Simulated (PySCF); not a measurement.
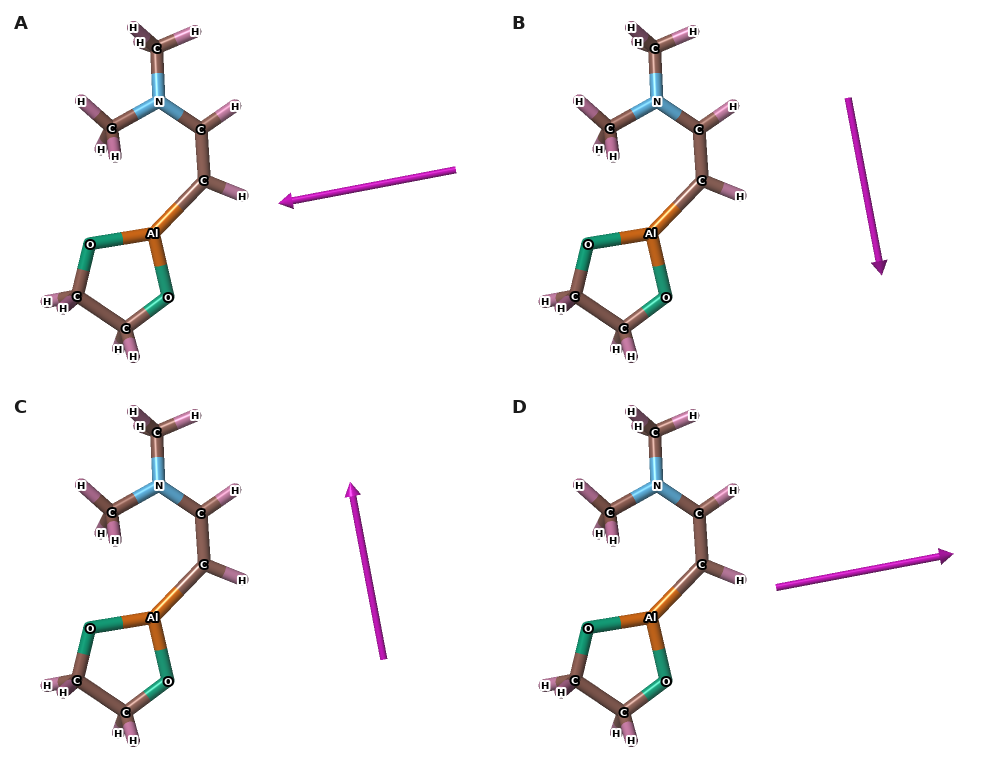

The same molecule four times, each with an arrow. Computed geometry: GFN2-xTB optimisation. No frequency run is at hand to confirm it as a minimum. Properties computed with PBE0/pcSseg-1, gas phase (PySCF 2.14.0).

### Which arrow points along the dipole moment, from the negative to the positive end?

C. The dipole moment is 3.75 D.

The geometry is semi-empirical. Around Al such bond lengths and angles can be off by a tenth of an ångström or more and by several degrees, and values that hang on the shape move with them.
